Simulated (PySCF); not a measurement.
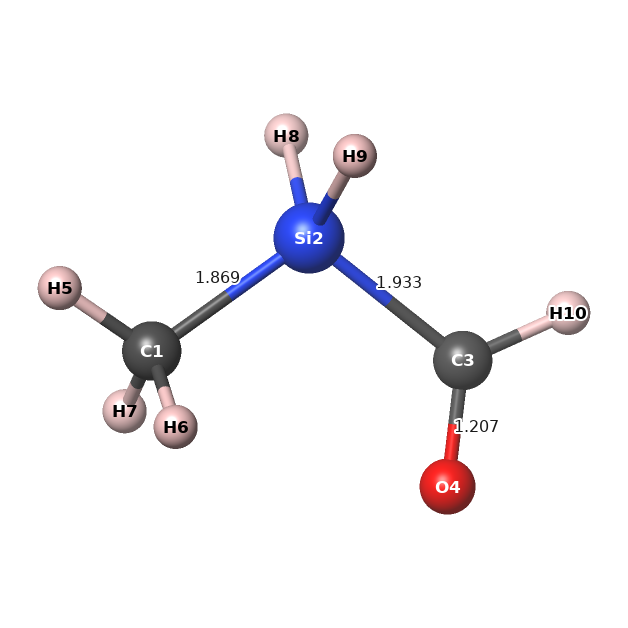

The numbers beside the sticks are distances in Å. Sticks don't show bond order. Computed geometry: PBE0-D3(BJ)/def2-SVP optimisation. No frequency run is at hand to confirm it as a minimum.

> Assign a bond order to each marked bond.

C1–Si2 single; Si2–C3 single; C3–O4 double.

> Write the SMILES.

C[SiH2]C=O
